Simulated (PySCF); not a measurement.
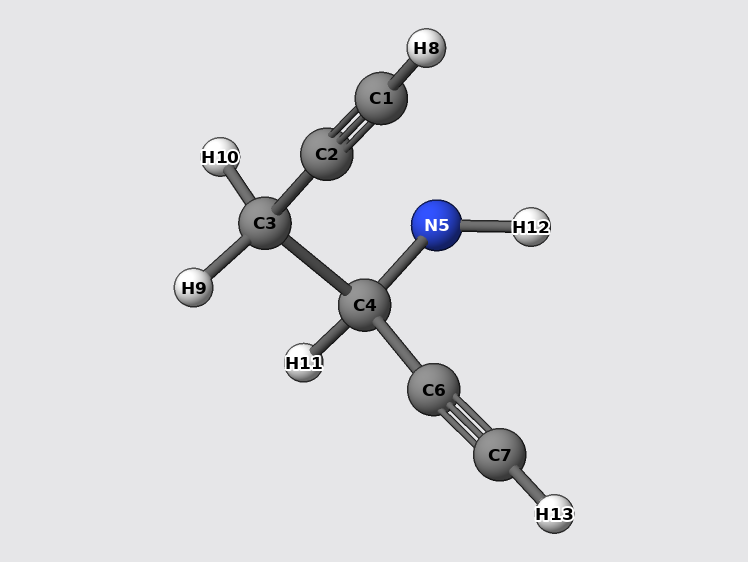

The questions are on Mulliken spin populations. State: neutral, doublet. The computed structure is the end point of a GFN2-xTB optimisation. No frequency run is at hand to confirm it as a minimum. Properties computed with UKS B3LYP, pcH-1 on C H N, non-relativistic (PySCF 2.14.0).

Which atom carries the largest spin population?

N5 (0.96 e).

Which atom has the lowest spin population?

C4 (−0.07 e); a negative value comes from spin polarisation.

Give the Mulliken spin populations atom by atom.

| atom | value (e) |
| --- | --- |
| C1 | 0.01 |
| C2 | 0.00 |
| C3 | 0.07 |
| C4 | −0.07 |
| N5 | 0.96 |
| C6 | 0.01 |
| C7 | −0.01 |
| H8 | 0.00 |
| H9 | 0.01 |
| H10 | 0.00 |
| H11 | 0.06 |
| H12 | −0.03 |
| H13 | 0.00 |

Mulliken values depend strongly on the basis set.
